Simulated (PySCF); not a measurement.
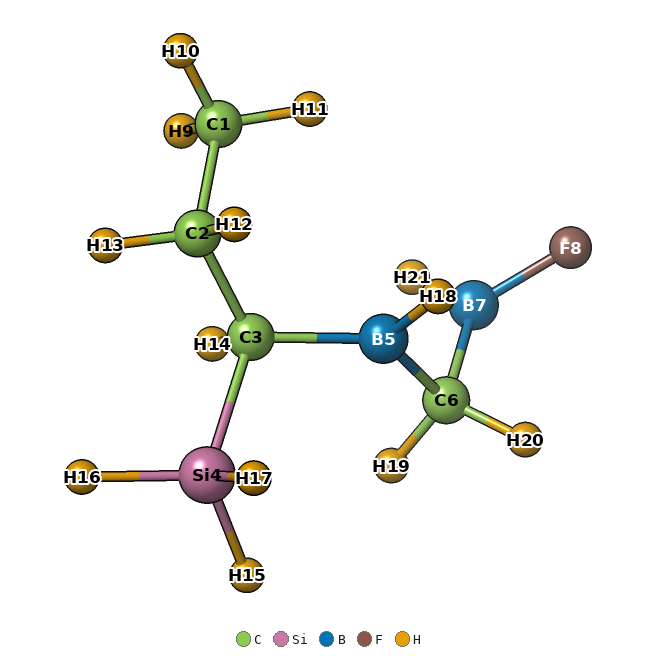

The geometry was computed by an optimisation with GFN2-xTB. No frequency run is at hand to confirm it as a minimum. Electric field gradients from the ground-state density, PBE0/pcSseg-1 (PySCF 2.14.0), non-relativistic apart from any core potentials.

Give the largest field-gradient component, the quadrupole coupling constant and the asymmetry for 11B at B5 (Q = 40.59 mb), 11B at B7 (Q = 40.59 mb), 2H at H9 (Q = 2.86 mb), 2H at H10 (Q = 2.86 mb).

| atom | V_zz (a.u.) | e²qQ/h (MHz) | η |
| --- | --- | --- | --- |
| B5 | 0.562 | 5.36 | 0.09 |
| B7 | 0.475 | 4.53 | 0.54 |
| H9 | 0.313 | 0.211 | 0.02 |
| H10 | 0.315 | 0.212 | 0.02 |

The geometry is semi-empirical. Around B, Si such bond lengths and angles can be off by a tenth of an ångström or more and by several degrees, and values that hang on the shape move with them.
